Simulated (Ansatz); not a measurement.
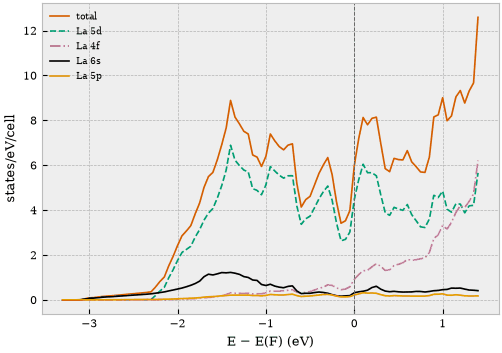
*Total and projected density of states of La (dhcp (α-La type), space group No. 194), DFT-LDA in the program Ansatz with PAW potentials*

Q: Which orbitals carry the states next to the Fermi level?

A: Within 0.5 eV of the Fermi level: La 5d 73 %, La 4f 16 %, La 6s 6 %. Projections are on Löwdin-orthogonalised atomic valence shells; empty p or d shells of many metals are not among them.

Q: Where is the tallest occupied peak in this window, and what makes it?

A: Near -1.4 eV, about 8.9 states/eV per cell; the largest projected share is La 5d.

Space group P6_3/mmc (dhcp (α-La type)). Symmetry was held in the LDA relaxation. Scalar-relativistic: spin–orbit coupling is off unless named, which matters more the heavier the elements.

Potentials: the later of the program's two PAW sets.
